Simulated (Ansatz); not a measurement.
# CH6F2OSi2: what the fields show

```yaml
atoms:
  - { symbol: Si, position_ang: [-0.0090, -0.0133, -0.2060] }
  - { symbol: O, position_ang: [-0.3034, -0.3018, 1.4150] }
  - { symbol: Si, position_ang: [-1.3735, -0.4749, 2.7624] }
  - { symbol: H, position_ang: [-2.6058, -1.2570, 2.3607] }
  - { symbol: H, position_ang: [-0.6109, -1.2162, 3.8343] }
  - { symbol: H, position_ang: [-1.7748, 0.8951, 3.2633] }
  - { symbol: C, position_ang: [1.8278, 0.0309, -0.5619] }
  - { symbol: H, position_ang: [2.2846, -0.9305, -0.2802] }
  - { symbol: H, position_ang: [2.0151, 0.2149, -1.6306] }
  - { symbol: H, position_ang: [2.3032, 0.8308, 0.0265] }
  - { symbol: F, position_ang: [-0.7643, 1.4372, -0.6664] }
  - { symbol: F, position_ang: [-0.7882, -1.1960, -1.1440] }
```

Computed with RKS PBE-D4/6-31G in Ansatz.

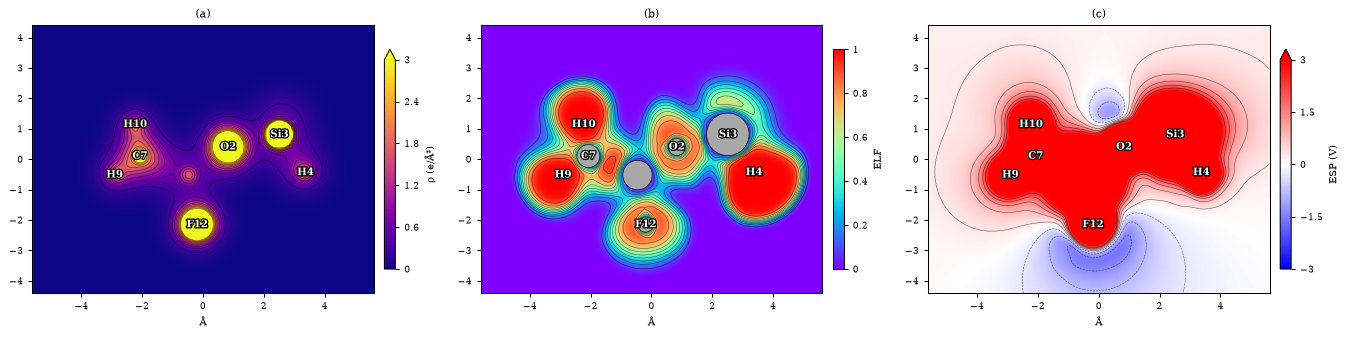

Figure 1. (a) total electron density; (b) ELF; (c) electrostatic potential on the plane of atoms O2, Si3 and H4. Grey discs cover the atomic cores in the ELF map.

Interpret the plot.

Answer.
- The plane passes through O, Si, H, C and F nuclei.
- C–H (1.10 Å): ρ is about 1.8 e/Å³ halfway; the ELF climbs to about 1 towards the hydrogen, as it does in any bond to H; an ordinary covalent bond to hydrogen.
- Si–O (1.73 Å): the density is about 0.78 e/Å³ at the midpoint; the ELF peaks at about 0.85 between the atoms (a polar covalent bond).
- Si–H (1.51 Å): ρ is about 0.67 e/Å³ halfway; the ELF climbs to about 1 towards the hydrogen.
- The ELF also peaks beside F12 and O2, away from the bonds: lone-pair regions.
- Outside the dense part of the molecule the potential is most negative (−1.6 V) near F12.

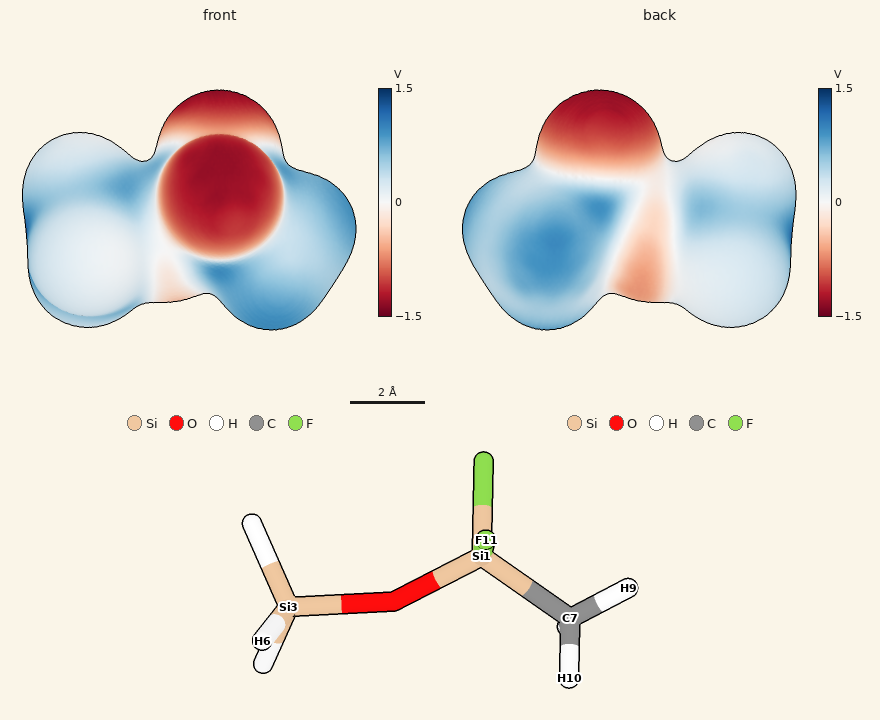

Figure 2. The molecular electrostatic potential painted on the density surface at 0.001 e/bohr³, seen from the front and from behind; the colour scale runs from red (negative) to blue (positive). The bare structure is drawn below in the same view.

Which sites attract a positive test charge, and which a negative one?

Answer. A positive charge is drawn to the negative regions and a negative charge to the positive ones. The most negative region (about −1.3 V, or −30 kcal/mol for a unit charge) lies over F11 and F12, the most positive (about +1.2 V, or +28 kcal/mol for a unit charge) over Si3.

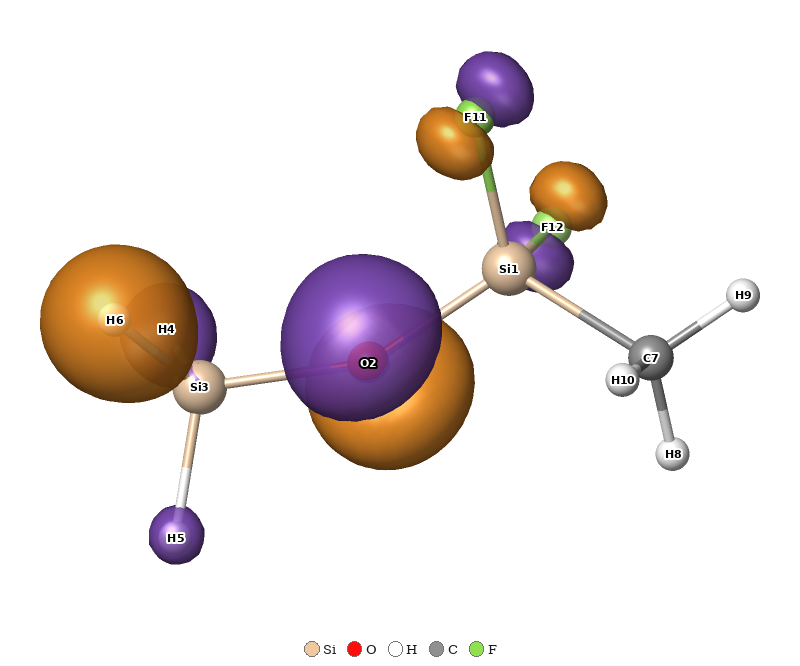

Figure 3. One frontier orbital at ±0.15 Å⁻³ᐟ² (orange and purple are the two phases), seen at a tilt.

Which orbital is it: HOMO or LUMO?

Answer. The HOMO, at −7.52 eV. It lies mainly on O2 (about 55 %), Si3 (about 15 %) and H6 (about 10 %).
